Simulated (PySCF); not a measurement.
Molecule: H₃ClGeMg, SMILES [Cl][Mg][GeH3]. Atoms near the plane z = 0.0 Å, at the PBE0/def2-SVP optimised geometry (x, y, z in Å): Mg1 (-0.5, -0.1, 0.0), Cl2 (-2.7, -0.1, 0.0), Ge3 (2.1, -0.1, 0.0), H4 (2.7, -1.2, 0.9), H6 (2.7, 1.2, 0.5).

Calculation: PBE0/def2-TZVP (PySCF). Cells within 0.4 Å of a nucleus heavier than hydrogen are left out (blank, or x). The values are rescaled to run from 0 to 1.

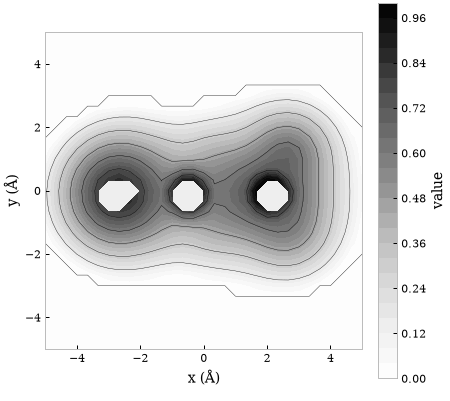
Figure. a field on the plane z = 0.0 Å.

Which quantity is mapped?
A. log10 of the electron density
B. electrostatic potential
C. Laplacian of the electron density
D. deformation density (molecule minus spherical neutral atoms)

A, log10 of the electron density. In full: log10 of the electron density (e/bohr³), floored at −4.
